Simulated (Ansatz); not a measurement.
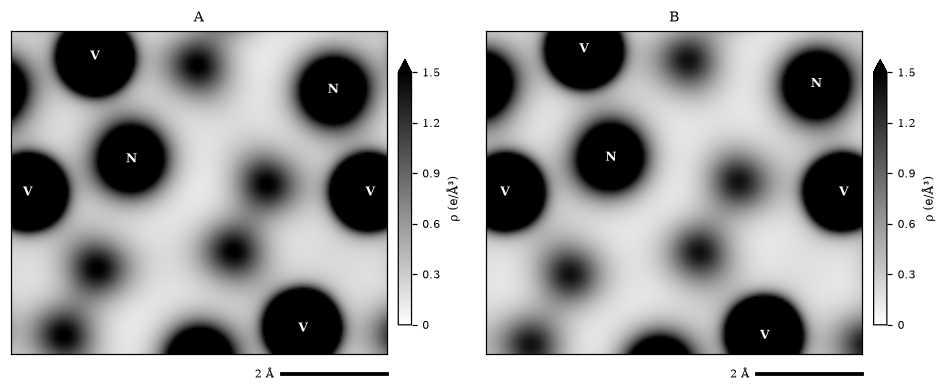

VN₂. The valence electron density of two cells that differ in size and shape, on the (111) plane of each (indices in the axes of the calculation cell), at one length scale and on one colour scale; one has 7.1 and the other 7.7 Å³ an atom.

Space group I4/mcm; computed without spin polarisation.

Method: Ansatz, DFT PBE, scalar-relativistic, plane waves, PAW.

Core electrons are frozen (PAW), and the valence fields are smoothed inside the atomic spheres.

The larger cell:

```
CELL_PARAMETERS angstrom
-2.20718 2.20718 2.36003
2.20718 -2.20718 2.36003
2.20718 2.20718 -2.36003
ATOMIC_POSITIONS crystal
V 0.25000 0.25000 0.00000
V 0.75000 0.75000 0.00000
N 0.11357 0.61357 0.72715
N 0.61357 0.88643 0.50000
N 0.88643 0.38643 0.27285
N 0.38643 0.11357 0.50000
```

The smaller cell: a = 3.854 Å, b = 3.854 Å, c = 3.854 Å, α = 115.88°, β = 115.88°, γ = 97.29°.

Which is the denser cell? Describe the effect of the change.

Panel A is the smaller cell, by 7 % in volume. From the larger cell to the smaller, V–N goes from 2.13 to 2.08 Å, and the density at its midpoint from 0.53 to 0.58 e/Å³; the pressure goes from −1.1 to 34 GPa.
